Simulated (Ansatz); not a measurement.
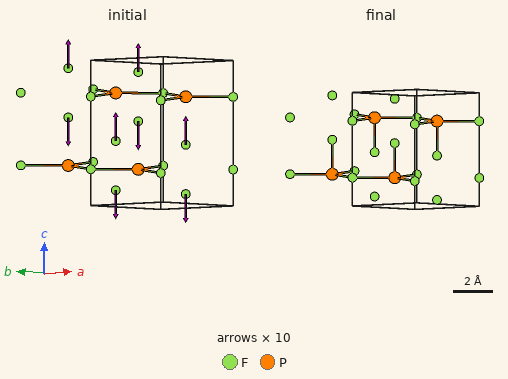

The structure of crystalline PF$_{3}$ (a generated structure, set up in P6_3/mmc) before (left) and after (right) a relaxation, at one scale. The purple arrows give the displacements (the part carried along by the change of the cell is left out), 10 times their true length.

The picture is a ball-and-stick view of the cell of the calculation, reduced to other axes, repeated 1 × 2 × 1 with one cell outlined, seen from a free direction. Lengths and directions refer to the drawn axes.

The start is a swapped structure.

All numbers below come from DFT, PAW plane waves, r2SCAN in Ansatz.

Input file:
```yaml
crystal:
  lattice:
    - [2.122912, 3.676986, 0.0]
    - [-2.122912, 3.676986, 0.0]
    - [0.0, 0.0, 7.535496]
  atoms:
    - { symbol: F, position: [0.0, 0.0, 0.25] }
    - { symbol: F, position: [0.0, 0.0, 0.75] }
    - { symbol: F, position: [0.3333, 0.3334, 0.58062] }
    - { symbol: F, position: [0.6666, 0.6667, 0.08062] }
    - { symbol: F, position: [0.3333, 0.3334, 0.91938] }
    - { symbol: F, position: [0.6667, 0.6667, 0.41938] }
    - { symbol: P, position: [0.3333, 0.3334, 0.25] }
    - { symbol: P, position: [0.6666, 0.6667, 0.75] }
  symmetry: { tolerance: 0.0003 }
kpoints:
  mp_grid: { grid: [6, 6, 4], shift: [0, 0, 0] }
magnetization:
  spin_polarized: false
scf:
  occupations: { method: fermi_dirac }
  lower_state_search: "off"
hamiltonian:
  pseudopotentials: { kind: paw }
  xc: r2scan
basis:
  ecutwfc: 500
  fft_grid_basis: typed
relax:
  max_steps: 40
  cell: { p_target: 20.0 }
  f_tol: 0.03
output:
  forces: true
  stress: true
  eigenvalues: true
  bader: true
  populations: true
  elf: true
  write_potential: true
  volumetric_format: npy
  dos:
    e_range: [-12, 8]
    de: 0.05
    projected: { site_lists: { F: [F], P: [P] } }
  write_density: true
checkpoint:
  read: saved_state
```

Run as
```bash
ansatz run input.yaml --threads 2 --pin off --max-ram 2560MiB --backend cpu --events-out ev --progress --plain --runs-dir out
```

Question: Summarise the run.

Answer: The energy falls by 644 meV per atom in 8 accepted moves (9 points after the start). With the target pressure of 20 GPa, the enthalpy E + pV changes by −1340 meV per atom. The largest force component goes from 0.79 to 0.0047 eV/Å. The pressure goes from −25.39 to 19.99 GPa. At 1 point the geometry stayed and the basis and grid were re-selected for the new cell (energy shift of 5.5 meV per atom at most each time). The largest moves relative to the cell, 0.15 Å, are those of F3, F4, F5 and F6. F4 goes along −c. P stays in place. The drawn cell changes as follows: a = b 4.246 → 3.786 Å (−10.8 %), c 7.535 → 5.883 Å (−21.9 %); the volume changes by −37.9 %. Some distances before and after: F3–P7 2.491 → 1.794 Å, F1–P7 2.451 → 2.186 Å. New bonds form: F3–P7 (2.49 → 1.79 Å), F4–P8 (2.49 → 1.79 Å), F5–P7 (2.49 → 1.79 Å), F6–P8 (2.49 → 1.79 Å). The space group stays P6_3/mmc (No. 194). The run took 100 s on 2 threads of Arm Neoverse V1 (shared host), peak memory 0.71 GiB.
